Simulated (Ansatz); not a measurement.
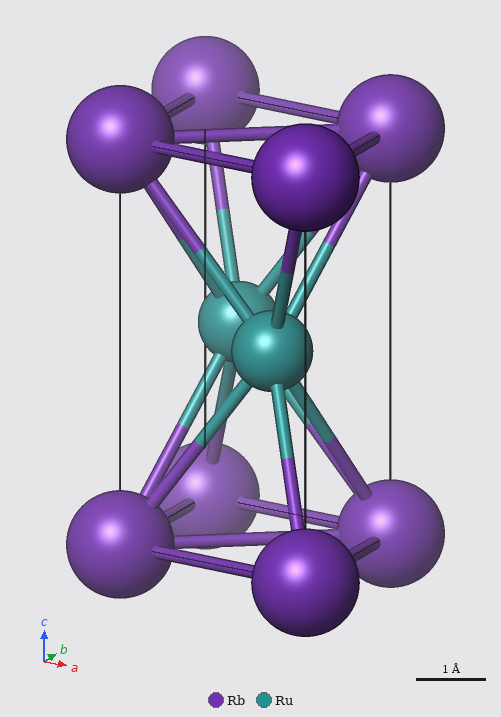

Crystal structure, ball-and-stick style, seen slightly off an axis. The edges of the conventional unit cell are marked.

Work out the formula from the picture.

Answer. RbRu2. The cell holds 1 Rb, 2 Ru, counting shared atoms by their share.

Which of the Bravais lattices applies?

Answer. Primitive hexagonal.

Name the space group.

Answer. P6/mmm (No. 191), with Rb on 1a and Ru on 2d.

Which known structure type is this?

Answer. AlB₂ type.

What extended units do the bonds make?

Answer. The bonds build a three-dimensional framework.

The model was built from a textbook structure type filled with these elements (whether it is the usual form wasn't checked). A relaxation with DFT PBE, scalar-relativistic, plane waves, PAW (Ansatz 0.2.0) gave the geometry drawn.
